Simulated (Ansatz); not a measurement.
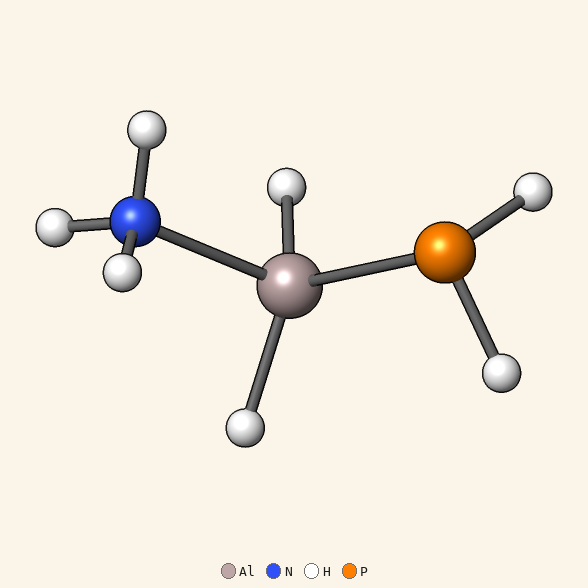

Harmonic vibrations computed with RKS PBE0-D4/def2-TZVP (Ansatz 0.2.0) at a stationary point of the same level.

Is this a minimum or a saddle point?

A minimum: no imaginary frequency, and the lowest mode lies at 48 cm⁻¹.

How many vibrational modes are there, and where do they lie?

24 modes: 48, 103, 130, 335, 392, 422, 434, 477, 592, 637, 726, 729, 769, 1089, 1256, 1649, 1650, 1860, 1862, 2412, 2422, 3483, 3599, 3601 cm⁻¹.
